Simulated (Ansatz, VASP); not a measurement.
## BN (Qingsongite) in two plane-wave programs

Wanted: the spread between two codes on one cell, functional and k mesh. The cell is taken from a series of VASP runs on this material, whose earlier steps may have relaxed, scaled or displaced it; both programs get it as it stands. Valence electrons are named where the data sets of a main pair hold unlike numbers.

Program: Ansatz 0.2.0. Level of theory: plane waves, with VASP 6.6.1 beside it; band structure at HSE06. Results are calculated unless marked as measured.

### Step 1. Set-up

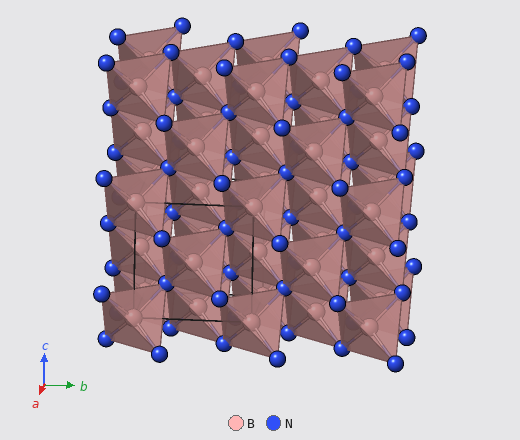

The cell as given, slightly off an axis (boron pink, nitrogen blue). 1×2×2 cells are drawn. This picture shows the conventional cell, with its axes. Some periodic images of atoms are drawn too.

Structure file:

```xyz
2
Lattice="0.0000 1.8032 1.8032 1.8032 0.0000 1.8032 1.8032 1.8032 0.0000" Properties=species:S:1:pos:R:3 pbc="T T T"
B     0.0000    0.0000    0.0000
N     0.9016    0.9016    0.9016
```

### Step 2. VASP: band structure, HSE06

The same path points are solved in both programs, so levels can be compared one by one.

Lines of VASP's logs that name or quote its potential files are left out, and so is its time.

The run reads the wave functions of an earlier VASP run, which isn't shown here.

Input file INCAR:

```
SYSTEM = BN
PREC = Accurate
ENCUT = 520
EDIFF = 1E-06
NELM = 100
ISMEAR = 0
SIGMA = 0.05
LREAL = .FALSE.
ALGO = Normal
LHFCALC = .TRUE.
AEXX = 0.25
GGA = PE
HFSCREEN = 0.2
LASPH = .TRUE.
NBANDS = 10
PRECFOCK = Fast
LORBIT = 11
LWAVE = .FALSE.
LCHARG = .FALSE.
KPAR = 2
```

Input file POSCAR:

```
BN
1.0
    0.0000000000      1.8031657440      1.8031657440
    1.8031657440      0.0000000000      1.8031657440
    1.8031657440      1.8031657440      0.0000000000
B N
1 1
Direct
    0.0000000000      0.0000000000      0.0000000000
    0.2500000000      0.2500000000      0.2500000000
```

Input file KPOINTS:

```
Automatic mesh
0
Gamma
7 7 7
0 0 0
```

Input file KPOINTS_OPT:

```
Line mode
6
Line-mode
Reciprocal
  0.00000000   0.00000000   0.00000000 GAMMA
  0.50000000   0.00000000   0.50000000 X

  0.50000000   0.00000000   0.50000000 X
  0.50000000   0.25000000   0.75000000 W

  0.50000000   0.25000000   0.75000000 W
  0.37500000   0.37500000   0.75000000 K

  0.37500000   0.37500000   0.75000000 K
  0.00000000   0.00000000   0.00000000 GAMMA

  0.00000000   0.00000000   0.00000000 GAMMA
  0.50000000   0.50000000   0.50000000 L

  0.50000000   0.50000000   0.50000000 L
  0.62500000   0.25000000   0.62500000 U

  0.62500000   0.25000000   0.62500000 U
  0.50000000   0.25000000   0.75000000 W

  0.50000000   0.25000000   0.75000000 W
  0.50000000   0.50000000   0.50000000 L

  0.50000000   0.50000000   0.50000000 L
  0.37500000   0.37500000   0.75000000 K

  0.62500000   0.25000000   0.62500000 U
  0.50000000   0.00000000   0.50000000 X
```

The projector-augmented-wave data sets are B and N (PBE family, release 64).

Run with:

```
$ mpirun -np 2 vasp_std
```

Numbers of over 12 decimals in the logs are rounded to 6 here.

Log:

```text
[banner, memory and clock lines left out]
running    2 mpi-ranks, on    1 nodes
 distrk:  each k-point on    1 cores,    2 groups
 distr:  one band on    1 cores,    1 groups

 POSCAR found type information on POSCAR B N
 POSCAR found :  2 types and       2 ions
 LDA part: xc-table for (Slater+PW92), standard interpolation
 found WAVECAR, reading the header
 POSCAR, INCAR and KPOINTS ok, starting setup
 FFT: planning ... GRIDC
 FFT: planning ... GRID_SOFT
 FFT: planning ... GRID
 reading WAVECAR
 the WAVECAR file was read successfully
 initial charge from wavefunction
 entering main loop
       N       E                     dE             d eps       ncg     rms          rms(c)
DAV:   1    -0.203645942778E+02   -0.20365E+02   -0.15636E-01   402   0.411E+00    0.340E-01
DAV:   2    -0.203627260108E+02    0.18683E-02   -0.48612E-03   440   0.652E-01    0.147E-01
DAV:   3    -0.203625020751E+02    0.22394E-03   -0.27264E-03   458   0.341E-01    0.408E-02
DAV:   4    -0.203625672626E+02   -0.65188E-04   -0.15279E-04   436   0.994E-02    0.330E-02
DAV:   5    -0.203625529581E+02    0.14305E-04   -0.18286E-05   436   0.305E-02    0.177E-02
DAV:   6    -0.203625512871E+02    0.16710E-05   -0.10597E-05   472   0.204E-02    0.973E-03
DAV:   7    -0.203625510405E+02    0.24655E-06   -0.76716E-07   224   0.679E-03
   1 F= -.20362551E+02 E0= -.20362551E+02  d E =-.148444E-15
 Start KPOINTS_OPT (optional k-point list driver)
k-point batch [1-20\60]
       N       E                     dE             ncg
DAV:   1     0.210429190162E+03   -0.72340E+04      440
DAV:   2    -0.349654020225E+03   -0.56008E+03      468
DAV:   3    -0.364423646115E+03   -0.14770E+02      476
DAV:   4    -0.364521850445E+03   -0.98204E-01      462
DAV:   5    -0.364522190453E+03   -0.34001E-03      462
DAV:   6    -0.364522190964E+03   -0.51117E-06      434
[...]
k-point batch [41-60\60]
       N       E                     dE             ncg
DAV:   1     0.130370873270E+03   -0.82258E+04      432
DAV:   2    -0.394584007575E+03   -0.52495E+03      448
DAV:   3    -0.408164190431E+03   -0.13580E+02      466
DAV:   4    -0.408257732283E+03   -0.93542E-01      464
DAV:   5    -0.408257898507E+03   -0.16622E-03      470
DAV:   6    -0.408257898760E+03   -0.25238E-06      464
```

Parts of OUTCAR (step 2):

```text
ion  position               nearest neighbor table
   1  0.000  0.000  0.000-   2 1.56   2 1.56   2 1.56   2 1.56
   2  0.250  0.250  0.250-   1 1.56   1 1.56   1 1.56   1 1.56

  LATTYP: Found a face centered cubic cell.
 ALAT       =     3.6063314880

 Subroutine GETGRP returns: Found 24 space group operations
 (whereof 24 operations were pure point group operations)

The static configuration has the point symmetry T_d .

 Found     20 irreducible k-points:

   k-points           NKPTS =     20   k-points in BZ     NKDIM =    343   number of bands    NBANDS=     10

   dimension x,y,z NGX =    20 NGY =   20 NGZ =   20
   dimension x,y,z NGXF=    40 NGYF=   40 NGZF=   40

   ENCUT  =  520.0 eV  38.22 Ry    6.18 a.u.   4.74  4.74  4.74*2*pi/ulx,y,z

   NELECT =       8.0000    total number of electrons

 k-points in reciprocal lattice and weights: Automatic mesh
   0.00000000  0.00000000  0.00000000       0.003
   0.14285714  0.00000000  0.00000000       0.023
   0.28571429  0.00000000  0.00000000       0.023
   0.42857143  0.00000000  0.00000000       0.023
   0.14285714  0.14285714  0.00000000       0.017
   0.28571429  0.14285714  0.00000000       0.070
   0.42857143  0.14285714  0.00000000       0.070
  -0.42857143  0.14285714  0.00000000       0.070
  -0.28571429  0.14285714  0.00000000       0.070
[...]
-0.42857143  0.42857143  0.14285714       0.070
  -0.28571429  0.42857143  0.14285714       0.070

  exchange ACFDT corr.  =         0.00000000  see jH, gK, PRB 81, 115126

 average (electrostatic) potential at core
       1 -21.4379       2 -55.2447

 E-fermi :   6.8858

 k-point     1 :       0.0000    0.0000    0.0000
  band No.  band energies     occupation
      1     -15.5752      2.00000
      2       6.6206      2.00000
      3       6.6206      2.00000
      4       6.6206      2.00000
      5      17.2335      0.00000
      6      17.2335      0.00000
      7      17.2335      0.00000
      8      18.8979      0.00000
      9      33.5167      0.00000
    ...

 k-point     2 :       0.1429    0.0000    0.0000
  band No.  band energies     occupation
      1     -15.0398      2.00000
      2       4.0701      2.00000
      3       6.1043      2.00000
      4       6.1043      2.00000
      5      17.6685      0.00000
      6      18.0079      0.00000
      7      18.0079      0.00000
      8      20.5177      0.00000
      9      32.8436      0.00000
    ...

 k-point     3 :       0.2857    0.0000    0.0000
  band No.  band energies     occupation
      1     -13.5082      2.00000
      2      -0.5297      2.00000
      3       5.1771      2.00000
      4       5.1771      2.00000
      5      18.1962      0.00000
      6      19.0466      0.00000
      7      19.0466      0.00000
      8      22.8837      0.00000
      9      31.9783      0.00000
    ...

  energy-cutoff  :      520.00
  volume of cell :       11.73
      direct lattice vectors                 reciprocal lattice vectors
     0.000000000  1.803165744  1.803165744    -0.277290095  0.277290095  0.277290095
     1.803165744  0.000000000  1.803165744     0.277290095 -0.277290095  0.277290095
     1.803165744  1.803165744  0.000000000     0.277290095  0.277290095 -0.277290095

 POSITION                                       TOTAL-FORCE (eV/Angst)
 -----------------------------------------------------------------------------------
      0.00000      0.00000      0.00000        -0.000000     -0.000000     -0.000000
      0.90158      0.90158      0.90158         0.000000      0.000000      0.000000
 -----------------------------------------------------------------------------------
    total drift:                                0.000002      0.000002      0.000001

  FREE ENERGIE OF THE ION-ELECTRON SYSTEM (eV)
  ---------------------------------------------------
  free  energy   TOTEN  =       -20.3625510405 eV

  energy  without entropy=      -20.3625510405  energy(sigma->0) =      -20.36255104

 total charge
# of ion       s       p       d       tot
------------------------------------------
    1        0.682   1.358   0.000   2.040
    2        1.219   2.781   0.000   4.000
--------------------------------------------------
tot          1.901   4.139   0.000   6.040

[... 3 further parts left out ...]
```

[end of part 1 of 2]

[Lines on the potential files, build, host, timing and source positions are cut from VASP's logs without a mark.]

[Logs are printed without paths, hosts, clocks, repeated set-up lines and the standing remarks that a program may print on its own settings, such as how far it seeks lower states.]

[Hosts, paths, dates, database ids (printed as entryN), source tags and the programs' standing remarks are cut or masked in the printed files.]
